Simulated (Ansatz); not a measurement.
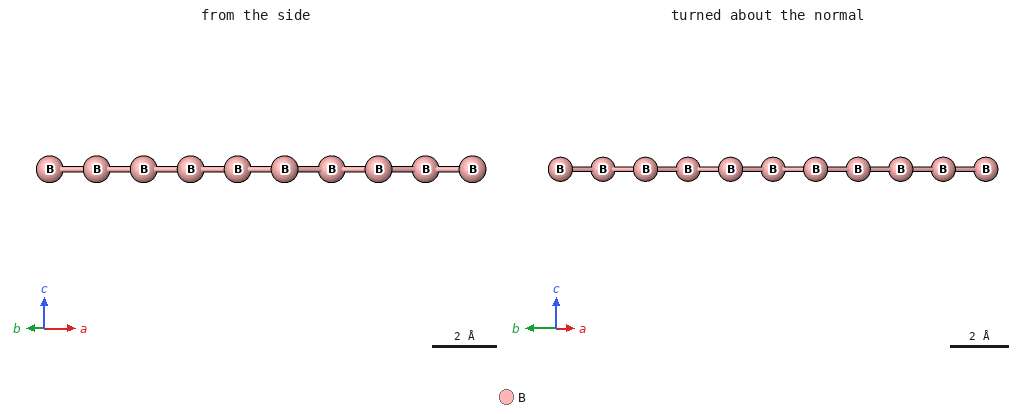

A ball-and-stick picture of a periodic sheet, seen from the side and turned about the normal. The surface normal points up in side views; the vacuum is left out. 3×4 cells are drawn in the plane, with atoms at the edges repeated.

The cell holds 3 B.

Give the thickness from the bottom atom to the top atom.

About 0.0 Å from the lowest to the highest atom.

Describe the bonding.

The neighbours of B are six B at about 1.7 Å. The bonds build B layers parallel to the surface.

Its origin is a structure type filled with this element by a generator (whether the element takes this form wasn't checked). The picture shows the end point of a geometry optimisation with DFT PBE, scalar-relativistic, plane waves, PAW (Ansatz).
